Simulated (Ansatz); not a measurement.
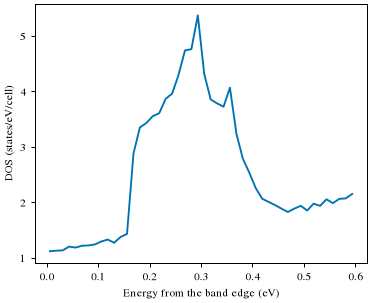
Fig. 1. Density of states of monolayer PtS2 above the conduction band minimum, HSE06, rigid bands (Ansatz, a quantum-chemistry and plane-wave program); cell area 11.07 Å².

Problem. What effective density of states at 300 K does this give (∫ g(E) exp(−E/k_BT) dE, both spins, divided by the cell's size)?

Solution. 2.8e13 cm⁻².

Spin-orbit coupling is left out; with 5d elements it also splits d-like band edges. Geometry: cell and atoms relaxed with PBE.

Model free-standing layer, not matched to a measured one here: monolayer PtS2.
